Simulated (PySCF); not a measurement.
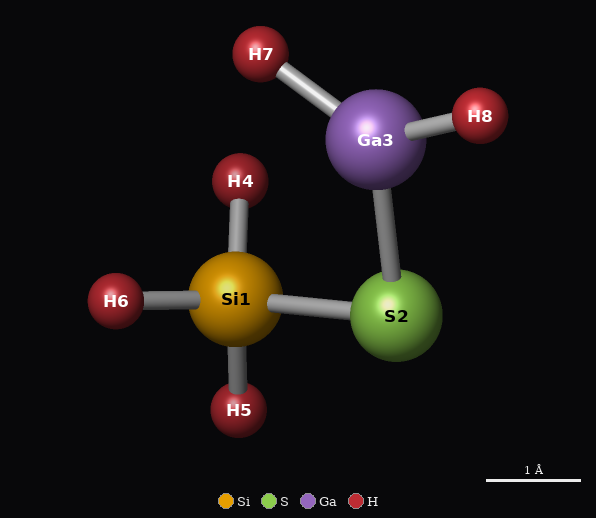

Numbered structure. The computed structure is the end point of a PBE0-D3(BJ)/def2-SVP optimisation. No frequency run is at hand to confirm it as a minimum.

Which atoms are bonded, and how long are the bonds?

```tsv
bond	length (Å)
Si1–S2	2.153
Si1–H4	1.493
Si1–H5	1.491
Si1–H6	1.493
S2–Ga3	2.210
Ga3–H7	1.565
Ga3–H8	1.560
```
